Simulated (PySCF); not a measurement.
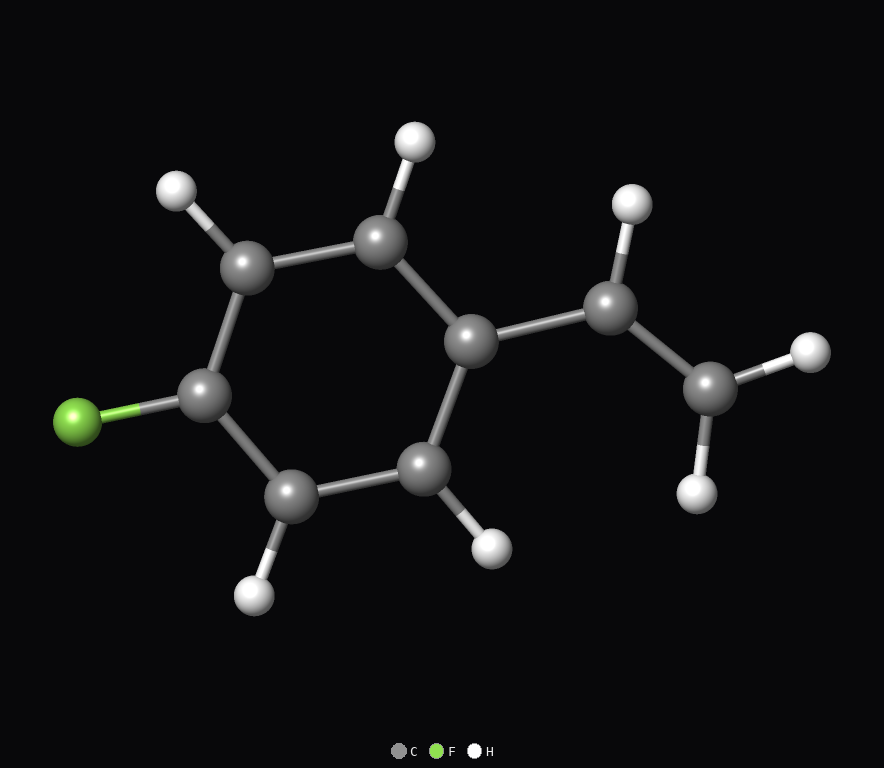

The picture comes from a calculation with PySCF.

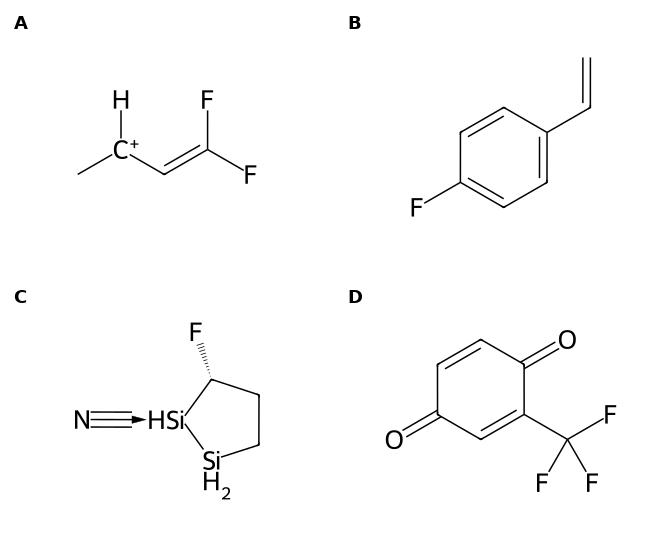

**Which structural formula matches the 3D model?**

B, `C=Cc1ccc(F)cc1`.
